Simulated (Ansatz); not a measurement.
| atom | x (Å) | y (Å) | z (Å) |
| --- | --- | --- | --- |
| B | -0.6191 | 1.3095 | -2.3719 |
| F | 0.9848 | 1.1521 | 0.9654 |
| O | -0.7539 | 1.3622 | -1.0261 |
| Si | -0.2243 | 0.3804 | 0.2154 |
| H | -0.0449 | 0.3737 | -2.8879 |
| H | -1.0891 | 2.2087 | -3.0254 |
| H | -1.3390 | 0.2209 | 1.1718 |
| H | 0.3013 | -0.8944 | -0.3268 |

Geometry: B3LYP-D3(BJ)/def2-SVP.

Computed with Ansatz, isolated molecule in a Gaussian basis; Kohn-Sham density functional theory, functional PBE0.

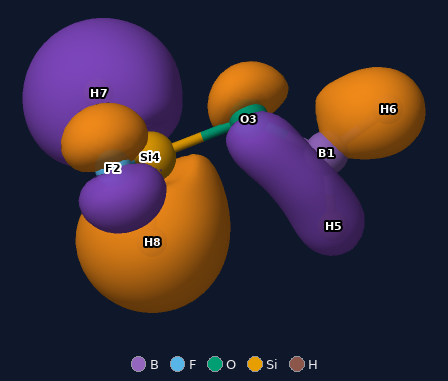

BFH4OSi (SMILES BO[SiH2]F). The HOMO−1 at ±0.08 Å⁻³ᐟ² (orange and purple are the two phases), seen at a tilt.

Q: Describe this orbital and give its energy.

A: By Hirshfeld shares it lies mainly on Si4 (about 30 %), H7 (about 25 %), H8 (about 20 %) and F2 (about 10 %). Its energy is −9.92 eV.
